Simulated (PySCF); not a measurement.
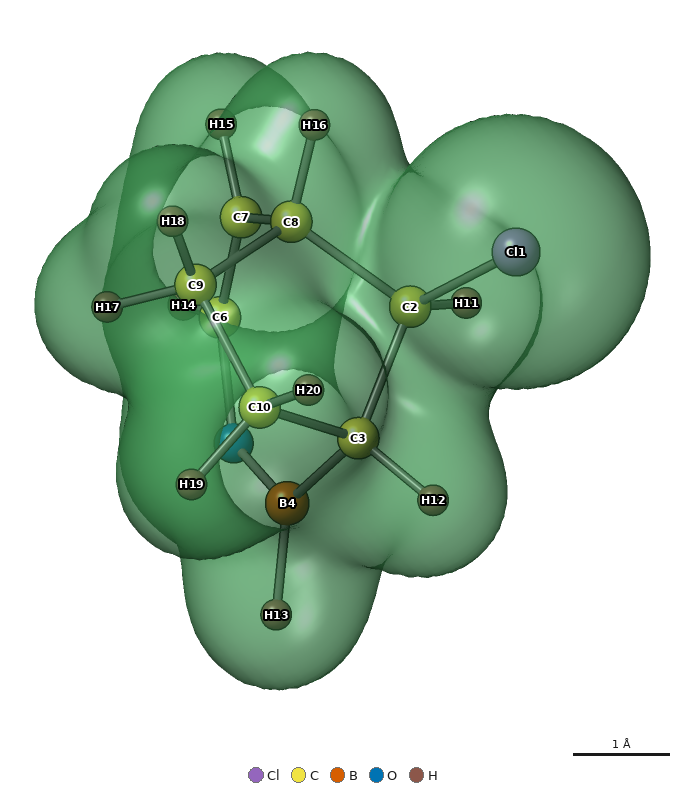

*C$_{7}$H$_{10}$BClO. Isosurface of the electron density at 0.1 e/Å³ (green), seen at an oblique angle.*

Geometry: GFN2-xTB.

All numbers below come from PBE0/pcSseg-1, SCF density, gas phase, non-relativistic (PySCF 2.14.0).

Input

```
{"job": {"kind": "nmr", "xc": "PBE0", "basis": "pcSseg-1"}, "charge": 0, "multiplicity": 1}
Cl    -1.702560    -0.289045     2.401479
C     -0.404950    -0.549469     1.184949
C     -0.993780    -0.946041    -0.157384
B      0.118090    -1.483494    -1.185742
O      1.415868    -1.196113    -1.171335
C      2.159953    -0.391236    -0.366207
C      1.748181     0.495900     0.532241
C      0.318320     0.773337     0.899815
C     -0.469105     1.413998    -0.270517
C     -1.547744     0.396736    -0.666491
H      0.250206    -1.303588     1.623566
H     -1.798455    -1.674172    -0.035560
H     -0.201512    -2.177957    -2.077772
H      3.217826    -0.521932    -0.566008
H      2.505676     1.064517     1.048953
H      0.302109     1.416449     1.780987
H      0.203581     1.604897    -1.107427
H     -0.910217     2.364057     0.027629
H     -1.730910     0.390192    -1.740218
H     -2.485723     0.623641    -0.157994
```

Launched as:

```sh
OMP_NUM_THREADS=1 python probes_run.py task.json out
```

How is the density connected at this value?

At this value the surface is in one piece. It bridges the sampled C–C (1.33 Å), B–O (1.33 Å), C–O (1.36 Å) and C–B (1.61 Å) contacts, where the density stays above the isovalue. On the grid the lowest density along these lines, outside the cores, is 2.3 e/Å³ (C–C, 1.33 Å), 1.6 e/Å³ (B–O, 1.33 Å), 1.9 e/Å³ (C–O, 1.36 Å) and 1.2 e/Å³ (C–B, 1.61 Å).
